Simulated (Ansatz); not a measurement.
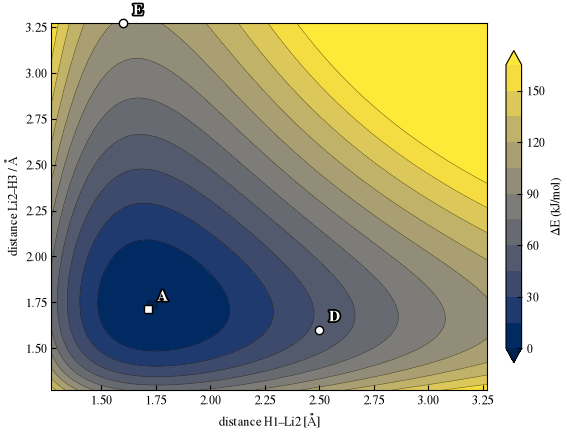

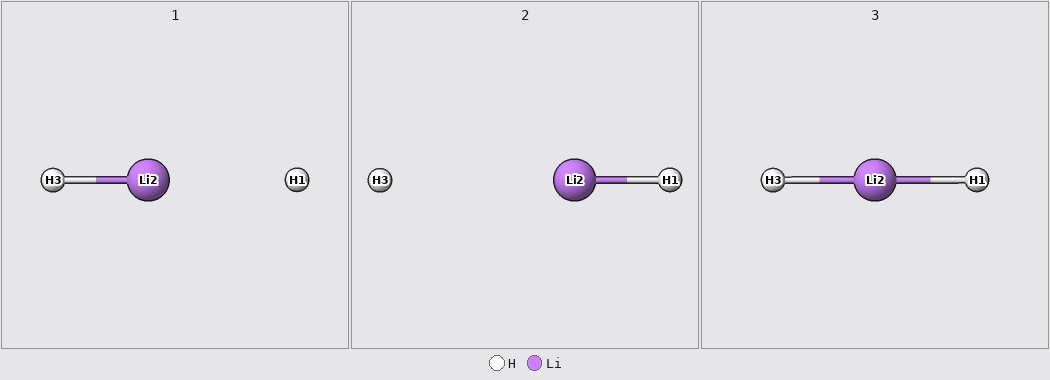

The system H⁻ + LiH. 
- The first coordinate is: distance H1–Li2; the second: distance Li2–H3.
- Nothing is relaxed (the angle H1–Li2–H3 is fixed at 180 degrees).
- The scan uses a 17 × 17 grid; 153 points were computed and 136 follow by symmetry.
- Points are written as (first, second).
- Energies: kJ/mol, counted from the lowest grid point.
- The restricted reference is unstable at some or all points, so the energies there are unreliable.
- All numbers below come from RHF-MP2, frozen core/aug-cc-pVTZ (Ansatz 0.2.0).

In the figure: filled contours, one colour for all values above the top of the scale, lettered points. Between grid points the surface is interpolated. The numbered pictures are the structures at these points, in random order.

Which structure belongs to which point?

Answer. A is structure 3: (1.713 Å, 1.713 Å), 0 kJ/mol; D is structure 1: (2.501 Å, 1.602 Å), 49 kJ/mol; E is structure 2: (1.602 Å, 3.272 Å), 103 kJ/mol.
